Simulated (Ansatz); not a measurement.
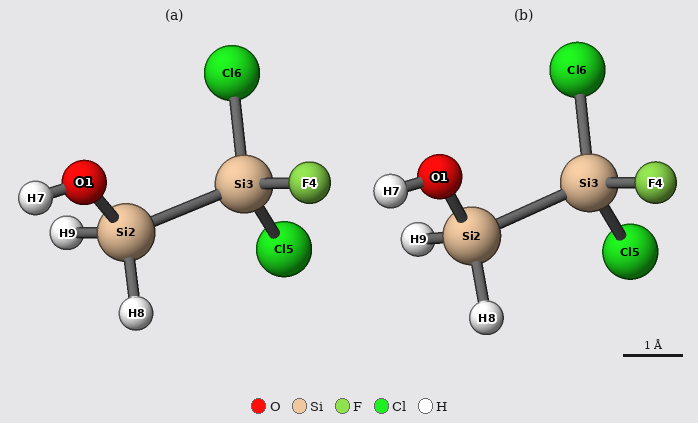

The structure of Si2H3OCl2F (coarse preliminary run) before (left) and after (right) a relaxation, at one scale.

Style: ball-and-stick. Shown at a tilt.

The start comes from a force field.

These are results of RKS PBE-D4/def2-SVP in Ansatz 0.2.0, not measurements. Set-up: force threshold 0.03 eV/Å; at most 200 steps.

**Summarise the run.**

The energy falls by 32.4 kJ/mol in 5 accepted moves (6 points after the start). Largest force component: 3.8 eV/Å at the start, 0.008 eV/Å at the end. The line search rejected the trial step at point 3 of the run. The largest moves after the best rigid fit, 0.17 Å, are those of O1 and H9. By element the largest moves are O 0.17 Å, H 0.17 Å, Cl 0.14 Å, Si 0.09 Å, F 0.06 Å. Among the contacts that change: Si3–F4 1.688 → 1.632 Å, O1–H7 0.919 → 0.973 Å, Si3–Cl5 2.030 → 2.072 Å, O1–Si2 1.715 → 1.681 Å. Bond angles that change, for instance: O1–Si2–Si3 116.5° → 106.0°, O1–Si2–H8 104.2° → 113.2°, O1–Si2–H9 105.1° → 113.2°.
